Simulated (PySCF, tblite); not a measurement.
**C₅H₉F: dynamics, then NMR shifts on frames**

Aim: move C₅H₉F (`C=C[C@H](C)CF`) away from its starting geometry and see how NMR shifts follow the geometry.

Programs: tblite 0.8.0 and PySCF 2.14.0, with density-fitted response routines of our own. Each step states its level of theory. These are calculated values for one molecule in the gas phase, unless marked as measured. Atoms are numbered from 0 throughout.

### Step 1. The molecule as given

15 atoms, charge 0, multiplicity 1; geometry from: GFN2-xTB.

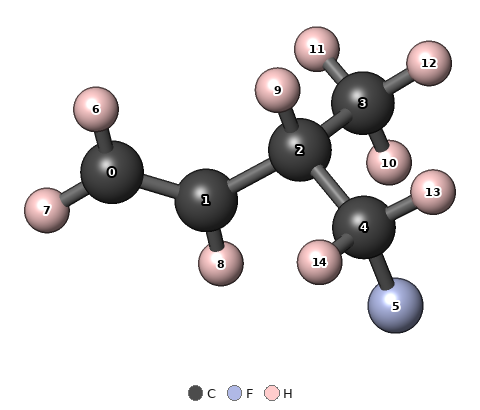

The starting geometry (carbon dark grey, fluorine light blue, hydrogen pink), atoms numbered.

### Step 2. Thermal motion with GFN2-xTB

Job settings and geometry (Å):

```
{"job": {"kind": "md", "xc": "GFN2-xTB", "basis": "xTB", "temperature": 600, "steps": 2000, "every": 50, "frames": 5}, "charge": 0, "multiplicity": 1}
C      2.025001    -0.594791    -0.818777
C      0.727735    -0.358086    -0.808885
C     -0.036425     0.127780     0.388402
C     -1.079165    -0.910485     0.808908
C     -0.714831     1.464008     0.072006
F     -1.608803     1.331090    -0.962223
H      2.636572    -0.449506     0.057450
H      2.533369    -0.947199    -1.699904
H      0.129913    -0.511084    -1.697091
H      0.656737     0.308042     1.216745
H     -1.805470    -1.052250     0.012172
H     -0.597388    -1.863042     1.015012
H     -1.603842    -0.582697     1.703771
H     -1.285257     1.830874     0.932063
H      0.017439     2.215336    -0.241560
```

Method: GFN2-xTB Langevin dynamics, gas phase.

Command:

```console
> OMP_NUM_THREADS=1 python probes_run.py task.json out
```

This one command runs all jobs of the session in turn.

The program printed:

```text
t/fs     T/K      E/eV
    0.0   478.5   -544.09339
   25.0   238.0   -543.21944
   50.0   492.2   -543.61717
   75.0   335.7   -543.23229
  100.0   373.6   -543.45361
  125.0   384.1   -543.52151
  150.0   427.8   -543.46521
  175.0   352.0   -543.20133
  200.0   485.5   -543.14911
  225.0   495.7   -543.02595
  250.0   559.3   -543.32490
  275.0   641.5   -543.21897
  300.0   457.1   -542.80461
  325.0   482.5   -543.15599
  350.0   421.2   -542.89805
  375.0   787.0   -543.25953
  400.0   646.8   -543.09375
  425.0   640.3   -543.12517
  450.0   685.5   -543.02909
  475.0   416.2   -542.66378
  500.0   627.4   -543.37130
  525.0   457.2   -543.11600
  550.0   548.0   -543.23970
  575.0   535.5   -542.97451
  600.0   582.5   -543.14506
  625.0   574.9   -543.08340
  650.0   621.5   -542.90785
  675.0   581.9   -543.00349
  700.0   408.4   -542.85042
  725.0   647.4   -543.26779
  750.0   669.7   -542.95708
  775.0   693.7   -543.01962
  800.0   727.0   -543.02995
  825.0   579.5   -543.00947
  850.0   561.6   -542.77828
  875.0   691.7   -543.18168
  900.0   617.3   -542.93540
  925.0   489.3   -543.29912
  950.0   517.6   -543.30637
  975.0   550.2   -543.29565
 1000.0   569.2   -543.38966
```

Wall time 14 s (1 thread of Arm Neoverse N1, shared host); peak memory 0.18 GiB.

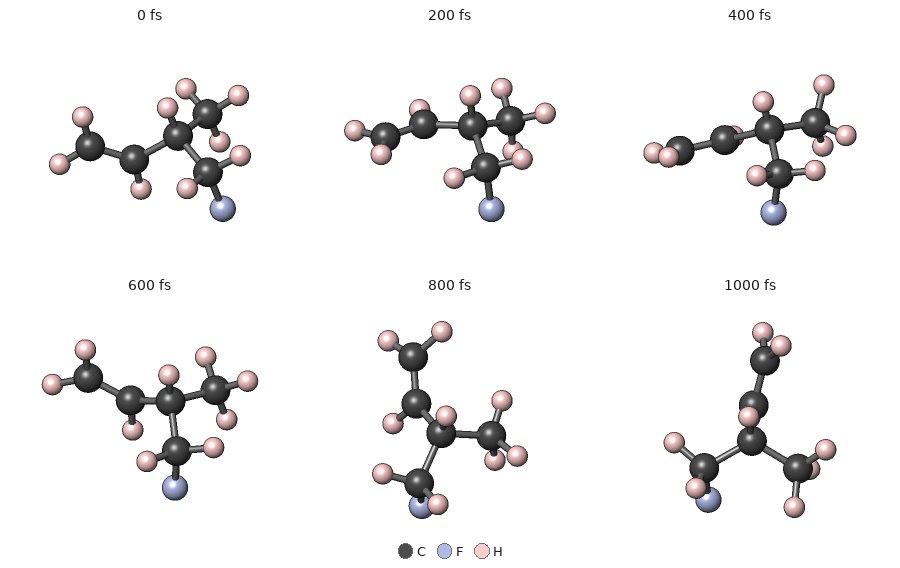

Frames of the run.

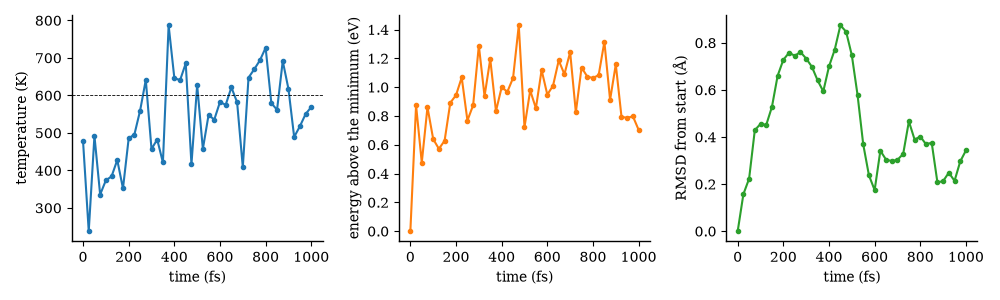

Temperature, potential energy and distance from the start.

Positions (Å) and forces (eV/Å) at 1000 fs:

```xyz
15

C    -0.121   -0.877    2.012   -0.397   -0.722    1.877
C    -0.206   -0.641    0.716    0.286    1.490    1.335
C     0.067    0.788    0.239    0.378   -1.954    0.163
C    -1.287    1.404   -0.009   -0.539    0.883   -1.207
C     1.060    0.670   -0.933   -0.690   -0.820    1.085
F     0.391    0.229   -2.022   -0.048   -0.643   -0.653
H    -0.072   -0.118    2.873    0.445   -1.010   -1.753
H    -0.197   -1.918    2.397   -0.217    0.860   -0.292
H    -0.552   -1.371    0.044    0.176   -0.697   -0.798
H     0.598    1.171    1.090    0.257    1.011    0.162
H    -1.978    0.595   -0.278    0.066    0.351   -0.160
H    -1.669    1.840    0.918    0.119    0.159   -0.347
H    -1.293    2.158   -0.865    0.044   -0.819    1.253
H     1.463    1.590   -1.206    0.732    1.920   -0.404
H     1.906   -0.004   -0.667   -0.612   -0.009   -0.261
```

### Step 3. Shielding tensors: 250 fs, PBE0/pcSseg-1

Job settings and geometry (Å):

```
{"job": {"kind": "nmr", "xc": "PBE0", "basis": "pcSseg-1", "pop": false}, "charge": 0, "multiplicity": 1}
C      1.488400    -0.541500    -1.157300
C      0.323300    -0.846400    -0.543200
C     -0.570300    -0.010600     0.379900
C     -1.954100    -0.754100     0.488400
C     -0.573100     1.390200    -0.183100
F     -1.200300     1.385500    -1.404500
H      1.830400     0.435700    -1.078600
H      2.174000    -1.138700    -1.798200
H      0.001800    -1.856900    -0.645800
H     -0.082400     0.044100     1.284300
H     -2.594900    -0.828800    -0.387900
H     -1.696100    -1.776100     0.844800
H     -2.633800    -0.298400     1.285000
H     -1.242000     1.962500     0.407000
H      0.442300     1.767000    -0.315100
```

Method: GIAO PBE0/pcSseg-1 NMR shielding, non-relativistic, gas phase.

The program printed:

```text
coarse grid: 12096 points
cycle   1  E = -295.2681803789  dE =  4.977e-01  |g| = 5.106e-01  |ddm| = 3.237e+00
cycle   2  E = -295.2470073133  dE =  2.117e-02  |g| = 6.603e-01  |ddm| = 9.151e-01
cycle   3  E = -295.3199123894  dE = -7.291e-02  |g| = 6.324e-02  |ddm| = 5.248e-01
cycle   4  E = -295.3205612875  dE = -6.489e-04  |g| = 2.690e-02  |ddm| = 6.511e-02
cycle   5  E = -295.3207193382  dE = -1.581e-04  |g| = 5.833e-03  |ddm| = 2.668e-02
cycle   6  E = -295.3207240812  dE = -4.743e-06  |g| = 3.662e-03  |ddm| = 7.340e-03
cycle   7  E = -295.3207274758  dE = -3.395e-06  |g| = 3.364e-04  |ddm| = 2.811e-03
final grid: 115992 points
cycle   8  E = -295.3641700786  dE = -3.960e-05  |g| = 8.045e-03  |ddm| = 3.049e-02
cycle   9  E = -295.3641649345  dE =  5.144e-06  |g| = 9.679e-03  |ddm| = 1.405e-02
cycle  10  E = -295.3641858071  dE = -2.087e-05  |g| = 1.286e-03  |ddm| = 7.744e-03
cycle  11  E = -295.3641861116  dE = -3.045e-07  |g| = 2.830e-04  |ddm| = 1.114e-03
cycle  12  E = -295.3641861272  dE = -1.557e-08  |g| = 1.407e-04  |ddm| = 2.762e-04
cycle  13  E = -295.3641861316  dE = -4.380e-09  |g| = 2.294e-05  |ddm| = 1.175e-04
cycle  14  E = -295.3641861317  dE = -1.106e-10  |g| = 4.911e-06  |ddm| = 2.720e-05
converged SCF energy = -295.3641861317

GIAO shielding tensors (ppm)
atom      isotropic    diamagn.    paramagn.     s11        s22        s33       span
  0 C       62.472     255.205    -192.733    -57.469     70.035    174.849    232.318
  1 C       30.963     255.631    -224.668    -87.656     37.848    142.699    230.355
  2 C      147.547     248.204    -100.658    141.135    143.685    157.820     16.685
  3 C      163.112     244.683     -81.571    138.336    167.214    183.786     45.450
  4 C      104.116     241.182    -137.066     66.693     88.933    156.723     90.030
  5 F      430.594     473.863     -43.269    403.117    430.356    458.309     55.192
  6 H       27.059      34.287      -7.228     23.087     25.984     32.105      9.018
  7 H       24.841      28.641      -3.800     22.766     24.554     27.204      4.438
  8 H       25.979      33.058      -7.079     22.821     24.575     30.542      7.721
  9 H       30.910      34.020      -3.110     26.781     29.792     36.158      9.376
 10 H       29.678      29.148       0.530     26.275     27.941     34.819      8.544
 11 H       29.770      28.922       0.848     25.419     27.950     35.939     10.520
 12 H       29.386      27.451       1.936     25.265     26.628     36.267     11.003
 13 H       27.352      30.045      -2.693     23.024     27.338     31.694      8.670
 14 H       26.464      30.112      -3.648     23.485     25.835     30.073      6.587
```

Run time: 23 s. Hardware: 1 thread of Arm Neoverse N1, shared host; peak memory 0.71 GiB.

Shifts follow as δ = σ(reference) − σ, with reference shieldings (ppm) from runs at the same level and on the same kind of geometry: 1H TMS 31.72, 13C TMS 186.9, 19F CFCl3 170.9. The references are single molecules in the gas phase, so shifts against H2O, NH3, PH3, H3PO4 or CFCl3 are not on the usual liquid scales and can be off by tens of ppm. Each atom is listed at this fixed geometry, with no averaging over motion; a spectrum would average atoms that exchange fast.

| atoms | environment | σ (ppm) | δ (ppm) |
| --- | --- | --- | --- |
| C1 | alkene CH | 31.0 | 156.0 |
| C0 | terminal =CH2 carbon | 62.5 | 124.5 |
| C4 | sp3 CH2 bonded to F | 104.1 | 82.8 |
| C2 | allylic sp3 CH | 147.5 | 39.4 |
| C3 | methyl carbon | 163.1 | 23.8 |
| H7 | hydrogen on a terminal =CH2 carbon | 24.84 | 6.88 |
| H8 | hydrogen on an alkene CH | 25.98 | 5.74 |
| H14 | hydrogen on an sp3 CH2 bonded to F | 26.46 | 5.25 |
| H6 | hydrogen on a terminal =CH2 carbon | 27.06 | 4.66 |
| H13 | hydrogen on an sp3 CH2 bonded to F | 27.35 | 4.36 |
| H12 | hydrogen on a methyl carbon | 29.39 | 2.33 |
| H10 | hydrogen on a methyl carbon | 29.68 | 2.04 |
| H11 | hydrogen on a methyl carbon | 29.77 | 1.95 |
| H9 | hydrogen on an allylic sp3 CH | 30.91 | 0.81 |
| F5 | fluorine on an sp3 carbon | 430.6 | -259.6 |

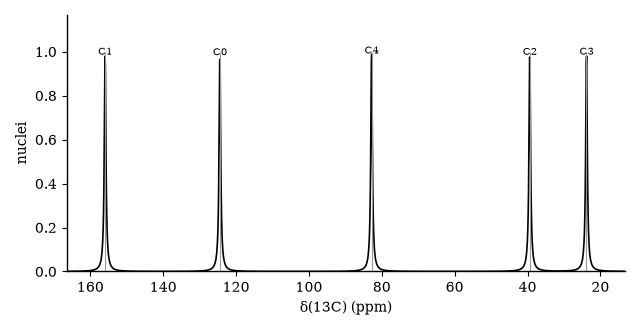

13C lines at the computed shifts, without couplings. Lines are broadened to a width of 0.53 ppm (Lorentzian).

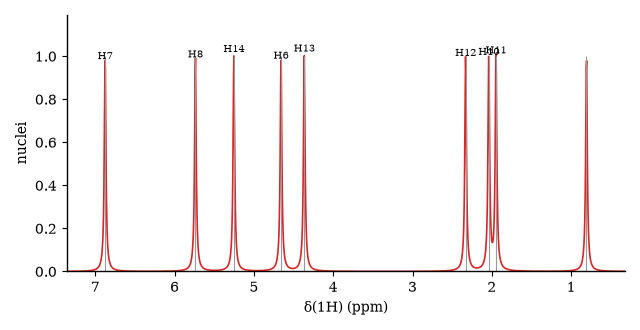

1H lines at the computed shifts, without couplings. Lines are broadened to a width of 0.02 ppm (Lorentzian).

### Step 4. Shielding tensors: 425 fs, PBE0/pcSseg-1

Job settings and geometry (Å):

```
{"job": {"kind": "nmr", "xc": "PBE0", "basis": "pcSseg-1", "pop": false}, "charge": 0, "multiplicity": 1}
C      1.585300    -1.094800    -0.864900
C      0.463800    -1.169000    -0.117200
C     -0.213100    -0.070000     0.592000
C     -1.638700    -0.550700     0.811500
C     -0.212700     1.194900    -0.151100
F     -0.908600     1.035300    -1.310900
H      2.037400    -0.143700    -0.878800
H      1.905600    -2.041200    -1.488200
H     -0.100200    -2.158000    -0.107700
H      0.181100     0.222800     1.543000
H     -2.060200    -0.876800    -0.173900
H     -1.842600    -1.361200     1.503500
H     -2.322900     0.287200     0.987700
H     -0.854800     1.876500     0.522300
H      0.721000     1.669300    -0.242500
```

Level: GIAO PBE0/pcSseg-1 NMR shielding, non-relativistic, gas phase.

The program printed:

```text
coarse grid: 12096 points
cycle   1  E = -295.2617991798  dE =  6.125e-01  |g| = 5.126e-01  |ddm| = 3.253e+00
cycle   2  E = -295.2420734515  dE =  1.973e-02  |g| = 6.467e-01  |ddm| = 9.177e-01
cycle   3  E = -295.3154322402  dE = -7.336e-02  |g| = 6.085e-02  |ddm| = 5.268e-01
cycle   4  E = -295.3159510879  dE = -5.188e-04  |g| = 2.730e-02  |ddm| = 5.835e-02
cycle   5  E = -295.3161111585  dE = -1.601e-04  |g| = 4.279e-03  |ddm| = 2.395e-02
cycle   6  E = -295.3161138776  dE = -2.719e-06  |g| = 2.383e-03  |ddm| = 4.540e-03
final grid: 115992 points
cycle   7  E = -295.3591072648  dE = -3.992e-05  |g| = 7.731e-03  |ddm| = 2.944e-02
cycle   8  E = -295.3590980250  dE =  9.240e-06  |g| = 1.009e-02  |ddm| = 1.292e-02
cycle   9  E = -295.3591216969  dE = -2.367e-05  |g| = 1.491e-03  |ddm| = 7.275e-03
cycle  10  E = -295.3591222303  dE = -5.334e-07  |g| = 3.231e-04  |ddm| = 1.442e-03
cycle  11  E = -295.3591222536  dE = -2.333e-08  |g| = 1.253e-04  |ddm| = 3.704e-04
cycle  12  E = -295.3591222562  dE = -2.548e-09  |g| = 2.480e-05  |ddm| = 9.852e-05
cycle  13  E = -295.3591222563  dE = -1.116e-10  |g| = 3.937e-06  |ddm| = 2.400e-05
converged SCF energy = -295.3591222563

GIAO shielding tensors (ppm)
atom      isotropic    diamagn.    paramagn.     s11        s22        s33       span
  0 C       53.304     256.007    -202.703    -77.394     80.366    156.939    234.333
  1 C       25.465     256.716    -231.251   -103.020     47.882    131.534    234.554
  2 C      154.986     247.582     -92.596    139.263    153.405    172.291     33.028
  3 C      159.679     248.934     -89.254    125.597    165.033    188.408     62.811
  4 C      101.727     242.583    -140.856     75.373     82.514    147.293     71.920
  5 F      433.167     474.552     -41.385    406.322    435.436    457.743     51.421
  6 H       25.816      32.899      -7.082     20.313     25.588     31.549     11.236
  7 H       23.948      26.438      -2.491     21.016     22.891     27.937      6.921
  8 H       24.879      30.862      -5.983     21.298     23.830     29.510      8.212
  9 H       30.091      32.132      -2.041     25.980     28.202     36.091     10.110
 10 H       29.400      30.613      -1.213     26.208     28.380     33.612      7.404
 11 H       30.158      29.966       0.192     26.320     27.492     36.660     10.340
 12 H       30.660      30.302       0.358     26.394     28.561     37.026     10.632
 13 H       26.458      28.841      -2.383     22.984     25.431     30.959      7.975
 14 H       27.452      31.144      -3.692     24.745     26.720     30.890      6.145
```

Run time: 23 s. Hardware: 1 thread of Arm Neoverse N1, shared host; peak memory 0.72 GiB.

This run: δ C1 161.5, C0 133.6, C4 85.2, C2 31.9, H7 7.77, H8 6.84 ppm.

(Part 1 of 2 ends here.)
